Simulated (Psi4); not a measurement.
# BH3Cl− (SMILES [BH3-]Cl) at MP2/def2-SVPD (density fitting, density fitting for correlation, sweep point 2)

Aim: the energy change on altering one bond length of BH3Cl− at MP2/def2-SVPD (density fitting, density fitting for correlation, sweep point 2), from 2 runs. 

The calculation is run with Psi4 1.11.

## 1. The molecule

BH3Cl− has 5 atoms, charge -1, and is taken as a singlet. SMILES: `[BH3-]Cl`. Geometry: relaxed at GFN2-xTB.

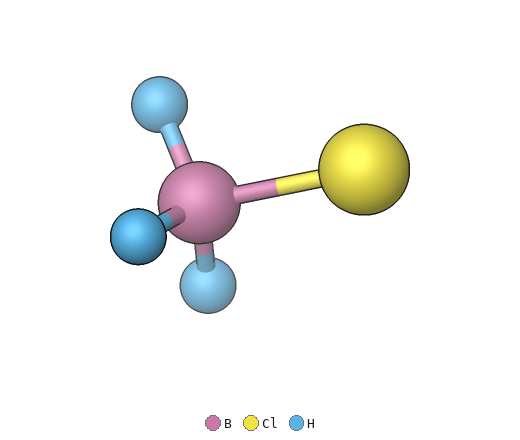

The structure, seen from a chosen angle (boron pink, chlorine yellow, hydrogen blue).

## 2. A single-point energy at MP2/def2-SVPD (density fitting, density fitting for correlation, sweep point 2)

Input file calc.inp:

```
memory 1600 MB

molecule {
  -1 1
  B      0.15569454    -0.09046119     0.25687047
  Cl    -1.59844374     0.93815453    -2.63989070
  H      2.31128623    -0.48116207    -0.38374668
  H     -0.86946299    -1.98676356     1.00671380
  H      0.00094486     1.62023228     1.76007202
  units bohr
  symmetry c1
}

set {
  basis           def2-SVPD
  reference       rhf
  puream          true
  scf_type        df
  num_frozen_docc 6
}

e_tot, wfn = energy('mp2', return_wfn=True)
```

Started as:

```console
$ psi4 -n 1 calc.inp calc.out
```

calc.out:

```text
[...]
  Running in c1 symmetry.
[...]
  Nuclear repulsion =   42.159747981441846
[...]
  Multiplicity = 1
[...]
  Nalpha       = 13
  Nbeta        = 13
[...]
    Number of basis functions: 71
[...]
   @DF-RHF iter   1:  -485.77044043765108   -5.53784e-01   3.38261e-03 ADIIS/DIIS
[...]
   @DF-RHF iter  10:  -485.81818789387131   -7.38964e-13   2.23304e-09 DIIS
[...]
    Orbital Energies [Eh]
    ---------------------
    Doubly Occupied:
       1A   -104.550582     2A    -10.311642     3A     -7.786180
       4A     -7.784503     5A     -7.784503     6A     -7.361491
       7A     -0.846588     8A     -0.472704     9A     -0.285055
      10A     -0.284871    11A     -0.263615    12A     -0.185411
      13A     -0.185265
[...]
  @DF-RHF Final Energy:  -485.81818789387131
   => Energetics <=
    Nuclear Repulsion Energy =             42.1597479814418463
    One-Electron Energy =                -759.7510492092711729
    Two-Electron Energy =                 231.7731133339580651
    Total Energy =                       -485.8181878938713112
[...]
 Multipole Moments:
 ------------------------------------------------------------------------------------
     Multipole            Electronic (a.u.)      Nuclear  (a.u.)        Total (a.u.)
 ------------------------------------------------------------------------------------
 L = 1.  Multiply by 2.5417464519 to convert [e a0] to [Debye]
 Dipole X            :         -2.4805151            1.9486359           -0.5318792
 Dipole Y            :          1.4570397           -1.1446960            0.3123437
 Dipole Z            :         -4.0970111            3.2185326           -0.8784785
 Magnitude           :                                                    1.0733958
[...]
```

Wall time 1.8 s (1 thread of Intel Xeon Platinum 8488C (Sapphire Rapids), shared host); peak memory 0.2 GiB.

## 3. The distorted shape at the same level

Input file bclh3.inp:

```
memory 1600 mb

molecule mol {
  -1 1
  B      1.03273155    -0.60475015     1.70519815
  Cl    -1.59844374     0.93815453    -2.63989070
  H      3.18832324    -0.99545103     1.06458099
  H      0.00757402    -2.50105253     2.45504147
  H      0.87798188     1.10594332     3.20839969
  units bohr
  symmetry c1
}

set globals {
  basis def2-SVPD
  reference rhf
  puream true
  scf_type df
  num_frozen_docc 6
}

energy('mp2')
print_variables()
```

Started as:

```console
$ psi4 -n 1 bclh3.inp bclh3.out
```

bclh3.out:

```text
[...]
  Running in c1 symmetry.
[...]
  Nuclear repulsion =   31.402341662255587
[...]
  Multiplicity = 1
[...]
  Nalpha       = 13
  Nbeta        = 13
[...]
    Number of basis functions: 71
[...]
   @DF-RHF iter   1:  -485.75491161585040   -1.04969e+00   3.36732e-03 DIIS/ADIIS
[...]
   @DF-RHF iter  10:  -485.79721716484363   -9.49285e-12   5.72226e-09 DIIS
[...]
    Orbital Energies [Eh]
    ---------------------
    Doubly Occupied:
       1A   -104.519142     2A    -10.276467     3A     -7.750261
       4A     -7.749745     5A     -7.749745     6A     -7.456608
       7A     -0.774627     8A     -0.522318     9A     -0.306834
      10A     -0.306503    11A     -0.197802    12A     -0.189736
      13A     -0.189733
[...]
  @DF-RHF Final Energy:  -485.79721716484363
   => Energetics <=
    Nuclear Repulsion Energy =             31.4023416622555871
    One-Electron Energy =                -738.4200750590765665
    Two-Electron Energy =                 221.2205162319773706
    Total Energy =                       -485.7972171648435733
[...]
 Multipole Moments:
 ------------------------------------------------------------------------------------
     Multipole            Electronic (a.u.)      Nuclear  (a.u.)        Total (a.u.)
 ------------------------------------------------------------------------------------
 L = 1.  Multiply by 2.5417464519 to convert [e a0] to [Debye]
 Dipole X            :         -2.5677811            2.6859230            0.1181419
 Dipole Y            :          1.5080997           -1.5770365           -0.0689368
 Dipole Z            :         -4.2410567            4.4360790            0.1950224
 Magnitude           :                                                    0.2382090
[...]
```

It took 2.3 s on 1 thread of Intel Xeon Platinum 8488C (Sapphire Rapids), shared host; peak memory 0.2 GiB.

## 4. Summary of results

Level: MP2/def2-SVPD (density fitting, density fitting for correlation, sweep point 2), 6 core orbitals frozen.

| quantity | value |
| --- | --- |
| first shape: total energy | -486.09346 Eh |
| first shape: HOMO energy (Hartree–Fock orbitals) | -5.04 eV |
| first shape: LUMO energy (Hartree–Fock orbitals) | 5.99 eV |
| first shape: HOMO–LUMO gap (to an unbound level, set by the basis) | 11.04 eV |
| first shape: correlation energy (6 core orbitals frozen) | -275.3 mEh |
| distorted shape: total energy | -486.05979 Eh |
| distorted shape: HOMO energy (Hartree–Fock orbitals) | -5.16 eV |
| distorted shape: LUMO energy (Hartree–Fock orbitals) | 5.32 eV |
| distorted shape: HOMO–LUMO gap (to an unbound level, set by the basis) | 10.48 eV |
| distorted shape: correlation energy (6 core orbitals frozen) | -262.6 mEh |
| energy change with the B1–Cl2 bond stretched from 1.873 to 2.809 Å | 0.916 eV |

**Reading.** With the B1–Cl2 bond stretched from 1.873 to 2.809 Å the energy rises by 0.92 eV (21.1 kcal/mol). The first shape isn't relaxed at this level, so the change isn't measured from a minimum.
